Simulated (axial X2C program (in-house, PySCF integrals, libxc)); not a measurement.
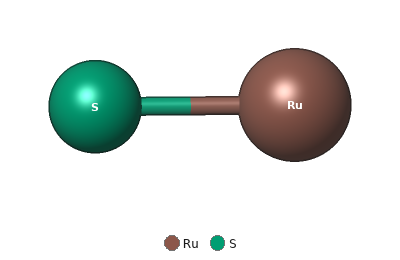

**Figure 1.** The molecule at the reference distance of 2.110 Å.

**Run report: RuS⁻, relativistic diatomic calculation**

- system: RuS⁻, single determinant with Ω = 7/2.
- method: PBE0, two-component X2C with atomic mean-field Coulomb and Gaunt terms, Ru dyall-acv3z, S dyall-av3z (cores contracted) (axial X2C program (in-house, PySCF integrals, libxc))

The input:
```
{"zs": [44, 16], "q": -1, "bas": ["dyall-acv3z", "dyall-av3z"], "levels": ["PBE0", "HF", "B97-3"], "cc": true, "r0": 2.08, "thr": -2.0, "nmax": 90, "npts": 10, "nst": 2, "ntry": 6}
```

The line is the task of a batch: nuclear charges, charge, bases, the levels to run, a first guess of the distance and further settings. This report covers PBE0 with spin-orbit coupling. The log is that of the reference distance 2.11 Å.

Hardware: 1 thread of Arm Neoverse V2, 24 GiB of memory available, shared host.

Launched within a batch (the task file carries these settings):
```bash
python <driver script> task.json out
```

Output:
```
two-component X2C + atomic mean field  PBE0
basis functions 221  fitting functions 1050  grid points 5079
iter        total energy     max residual
   1      -4921.621416797     2.69e+01
   2      -4924.366599363     2.24e+01
   3      -4925.529221772     1.63e+01
   4      -4926.970415293     3.39e+00
   5      -4927.252524587     1.61e+00
   6      -4927.345824099     1.35e+00
   7      -4927.388902398     1.06e+00
   8      -4927.411526754     4.91e-01
   9      -4927.422048835     4.95e-01
  10      -4927.427349801     4.33e-01
  11      -4927.430038892     2.60e-01
  12      -4927.432613789     1.18e-01
  13      -4927.432858189     2.28e-01
  14      -4927.433717978     8.73e-02
  15      -4927.434006041     9.68e-02
  16      -4927.434228359     6.91e-02
  17      -4927.434417539     4.94e-02
  18      -4927.434559045     3.71e-02
  19      -4927.434608424     5.15e-02
  20      -4927.434684703     2.49e-02
  21      -4927.434707756     3.10e-02
  22      -4927.434727389     1.46e-02
  23      -4927.434737366     1.55e-02
  24      -4927.434745659     1.31e-02
  25      -4927.434748139     9.38e-03
  26      -4927.434749696     7.14e-03
  27      -4927.434751040     1.17e-03
  28      -4927.434751427     7.85e-04
  29      -4927.434751755     9.48e-04
  30      -4927.434752068     1.10e-03
  31      -4927.434752229     4.91e-04
  32      -4927.434752311     4.36e-04
  33      -4927.434752348     7.24e-04
  34      -4927.434752412     7.31e-04
  35      -4927.434752452     4.15e-04
  36      -4927.434752501     8.10e-04
  37      -4927.434752545     1.11e-03
  38      -4927.434752595     8.77e-04
  39      -4927.434752626     1.18e-03
  40      -4927.434752668     4.83e-04
  41      -4927.434752695     7.99e-04
  42      -4927.434752707     1.14e-03
  43      -4927.434752726     2.92e-04
  44      -4927.434752733     4.08e-04
  45      -4927.434752735     5.44e-04
  46      -4927.434752739     1.26e-04
  47      -4927.434752741     1.04e-04
  48      -4927.434752742     9.68e-05
  49      -4927.434752742     1.83e-04
  50      -4927.434752743     7.02e-05
  51      -4927.434752743     6.50e-05
  52      -4927.434752743     2.42e-05
  53      -4927.434752743     2.47e-05
  54      -4927.434752743     3.51e-05
  55      -4927.434752743     1.39e-05
converged
one-electron -7157.64353436  Coulomb 2216.18043708  exact exchange -39.38844229  xc functional -120.84391727  nuclear repulsion 176.55960023  atomic mean-field constant -2.29889615
```

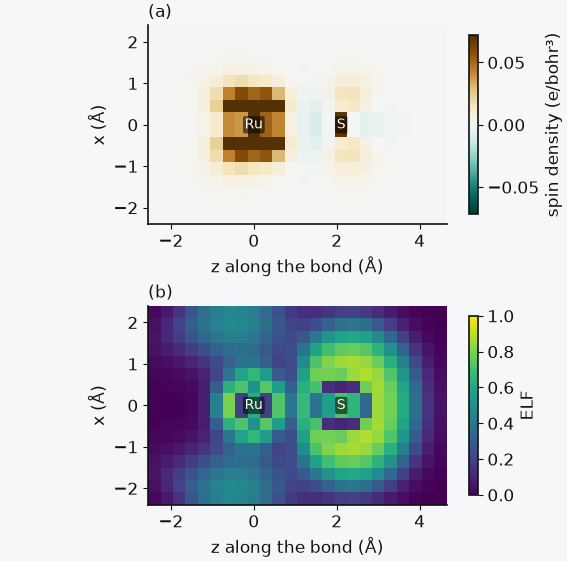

**Figure 2.** (a) spin density; (b) electron localisation function, in a plane that holds the axis, at 2.11 Å, on points 0.3 Å apart (one half computed, the other mirrored); the structure near the nuclei is finer than these points.

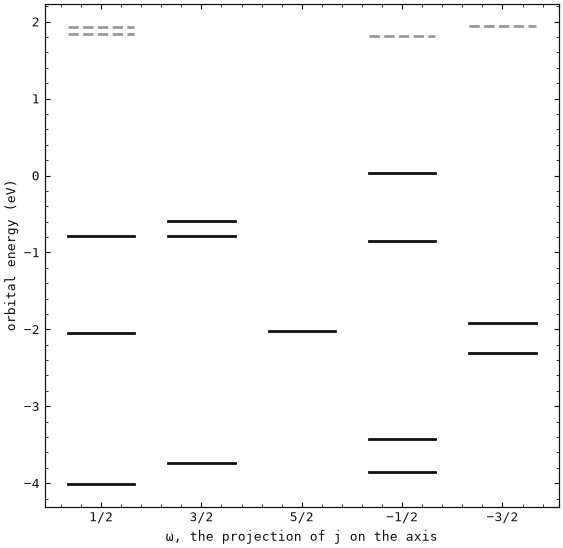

**Figure 3.** Orbital energies near the frontier at 2.11 Å, filled (solid) and empty (dashed). The highest filled spinor (−1/2; 43 % Ru s, 32 % Ru d) lies at 0.03 eV, the lowest empty one (−1/2; 78 % Ru p, 19 % Ru s) at 1.82 eV. A filled level above zero is held only by the finite basis .

Outcome:

- outcome: not converged in a step after the SCF shown
- wall time: 14 s
- peak memory: 1 GiB

What went wrong:

The SCF whose log is shown converged, but a later step did not. The run therefore gave no full result.
